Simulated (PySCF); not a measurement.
# C5H12OS: what the fields show

```yaml
atoms:
  - { symbol: C, position_ang: [-2.2526, 0.0425, -0.9052] }
  - { symbol: C, position_ang: [-1.5547, -0.0655, 0.4448] }
  - { symbol: C, position_ang: [-0.0856, 0.3353, 0.3665] }
  - { symbol: C, position_ang: [0.5818, 0.3564, 1.7258] }
  - { symbol: S, position_ang: [0.7467, -0.9618, -0.7088] }
  - { symbol: C, position_ang: [2.3243, -0.0363, -0.9763] }
  - { symbol: O, position_ang: [1.0737, -2.0671, 0.1938] }
  - { symbol: H, position_ang: [-2.1921, 1.0605, -1.2853] }
  - { symbol: H, position_ang: [-1.7935, -0.6255, -1.6297] }
  - { symbol: H, position_ang: [-3.3020, -0.2242, -0.8097] }
  - { symbol: H, position_ang: [-1.6152, -1.0927, 0.8117] }
  - { symbol: H, position_ang: [-2.0651, 0.5767, 1.1677] }
  - { symbol: H, position_ang: [0.0191, 1.2828, -0.1644] }
  - { symbol: H, position_ang: [0.7969, -0.6701, 2.0246] }
  - { symbol: H, position_ang: [-0.0714, 0.8011, 2.4734] }
  - { symbol: H, position_ang: [1.5120, 0.9195, 1.7102] }
  - { symbol: H, position_ang: [2.0962, 0.8865, -1.4962] }
  - { symbol: H, position_ang: [2.8112, 0.1539, -0.0279] }
  - { symbol: H, position_ang: [2.9605, -0.6627, -1.5929] }
```

Geometry: GFN2-xTB, NEB image 0 of 0 to 8.

Method: PBE0/pcSseg-1, SCF density, gas phase, non-relativistic in PySCF 2.14.0.

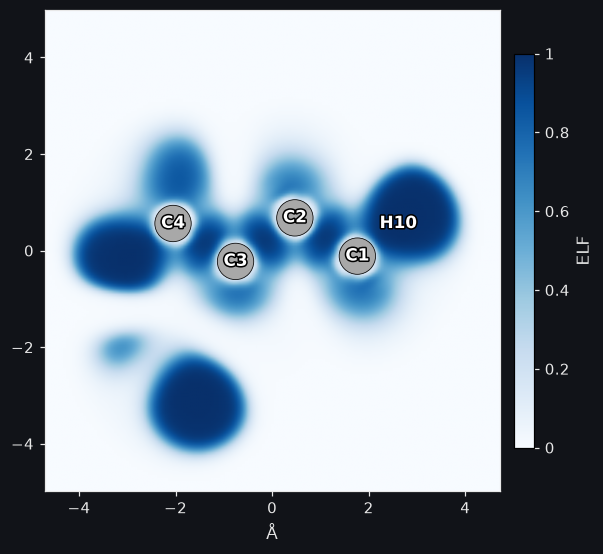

Figure 1. Electron localisation function on the plane of atoms C2, C3 and C4. Grey discs cover the atomic cores.

**Read the bonding off the picture.**

Atoms in the plane: C and H. C–C (1.51 Å): the ELF peaks at about 0.95 between the atoms; a covalent bond. C–H (1.09 Å): the ELF climbs to about 1 towards the hydrogen, as it does in any bond to H (a covalent bond by its length).

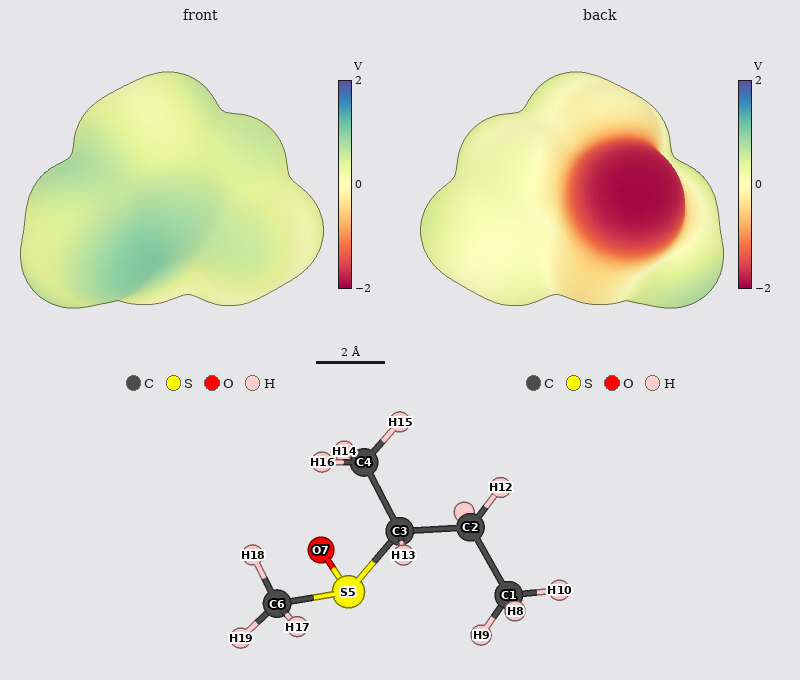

Figure 2. The electrostatic potential painted on the density surface at 0.001 e/bohr³, seen from the front and from behind; red is negative and blue positive. The bare structure is drawn below in the same view.

**Describe the electrostatic potential map.**

The most negative region (about −1.9 V) lies over O7, the most positive (about +1.0 V) over S5, H13 and H17. O7 is the likeliest acceptor of a hydrogen bond.

**How polar is the molecule by this calculation?**

Its dipole moment is 3.56 D.
